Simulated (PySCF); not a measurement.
Consider C6H12B2F2 (SMILES C=CCC(C)(C)BB(F)F).

The calculation's input:

```
{"job": {"kind": "nmr", "xc": "PBE0", "basis": "pcSseg-1"}, "charge": 0, "multiplicity": 1}
C      2.971743     0.213592    -0.175292
C      1.725168     0.645766    -0.209975
C      0.591342    -0.079517    -0.862097
C     -0.524836    -0.416169     0.149677
C      0.015367    -1.440414     1.153859
C     -1.701367    -1.061534    -0.623221
B     -1.227290     0.851297     0.800776
B     -1.369637     2.298172    -0.020252
F     -2.228448     2.508199    -1.013443
F     -0.649780     3.386274     0.225905
H      3.261301    -0.718839    -0.632507
H      3.757987     0.769910     0.306124
H      1.457703     1.583959     0.260223
H      0.961118    -0.997622    -1.325367
H      0.173494     0.556523    -1.648395
H     -0.759339    -1.743308     1.853044
H      0.842584    -1.015955     1.716989
H      0.377572    -2.328045     0.637472
H     -1.347934    -1.955375    -1.134047
H     -2.499371    -1.349982     0.056623
H     -2.109177    -0.378800    -1.364958
H     -1.728610     0.691254     1.848014
```

Run with:

```sh
OMP_NUM_THREADS=1 python probes_run.py task.json out
```

Geometry: GFN2-xTB.

Theory: PBE0/pcSseg-1, SCF density, gas phase, non-relativistic (PySCF).

**What can the converged electron density and electron localisation function tell about the bonding?**

C–C (1.32 Å): the density is about 2.3 e/Å³ at the midpoint; the ELF peaks at about 0.95 between the atoms (a short, multiple covalent bond).
C–H (1.08 Å): the density is about 2 e/Å³ at the midpoint; the ELF climbs to about 1 towards the hydrogen, as it does in any bond to H (a covalent bond by its length).
C–C (1.50 Å): ρ at the midpoint is about 1.7 e/Å³; the ELF peaks at about 0.95 between the atoms; a shared electron pair.

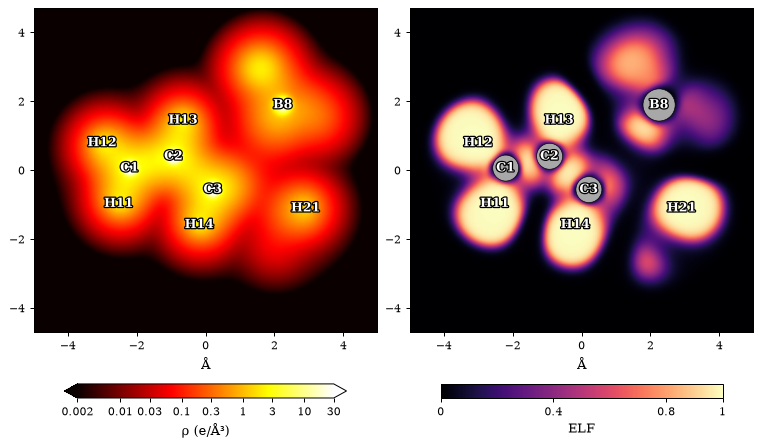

Computed electron density and electron localisation function on the plane of atoms C2, C3 and H14, in this order. Grey discs cover the atomic cores in the ELF map. 
